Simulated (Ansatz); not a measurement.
Consider FH4NSn.

Input

```
crystal:
  periodic: [false, false, false]
  atoms:
    - { symbol: "N", position_ang: [-1.0149, 0.127, -0.8274] }
    - { symbol: Sn, position_ang: [0.3867, -0.1379, 0.5874] }
    - { symbol: F, position_ang: [0.362, -2.0033, 1.1017] }
    - { symbol: H, position_ang: [-0.9168, 1.183, -1.1337] }
    - { symbol: H, position_ang: [-0.7924, -0.4098, -1.6865] }
    - { symbol: H, position_ang: [0.0558, 0.882, 1.9836] }
    - { symbol: H, position_ang: [1.9809, 0.291, -0.0709] }
basis:
  gaussian: { orbitals: def2-SVP }
hamiltonian:
  xc: lda
relax:
  f_tol: 0.02
  max_steps: 50
output:
  orbitals: {}
```

Launched as:

```sh
ansatz run input.yaml --threads 1 --pin off --max-ram 2048MiB --backend cpu --events-out ev --progress --plain --runs-dir out
```

The fields are those of the relaxed geometry.

Core potentials replace the inner electrons of Sn.

Computed with Ansatz, RKS LDA/def2-SVP.

> Predict the electron density and electron localisation function between the atoms.

Sn–F (1.95 Å): ρ is about 0.72 e/Å³ halfway; the ELF peaks at about 0.80 in the valence shell of F, 0.5 Å from its nucleus, and drops to about 0.10 between the two atoms.
Sn–N (2.01 Å): ρ is about 0.77 e/Å³ halfway; the ELF peaks at about 0.85 in the valence shell of N, 0.7 Å from its nucleus, and drops to about 0.15 between the two atoms.

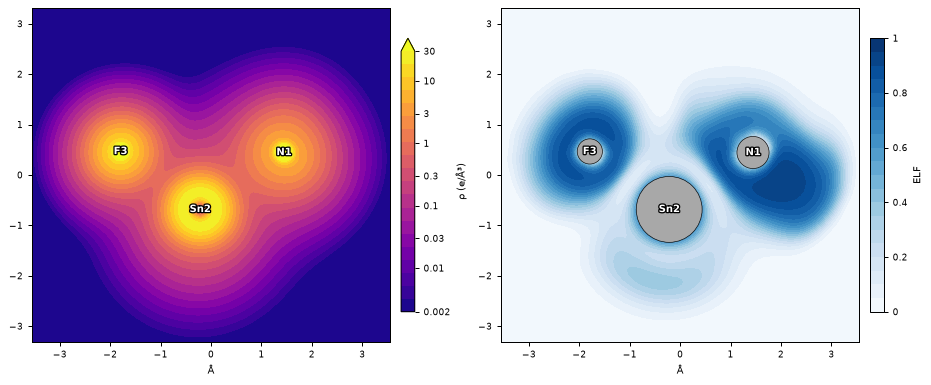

Computed electron density and electron localisation function on the plane of atoms N1, Sn2 and F3, in this order. Grey discs cover the atomic cores in the ELF map. 
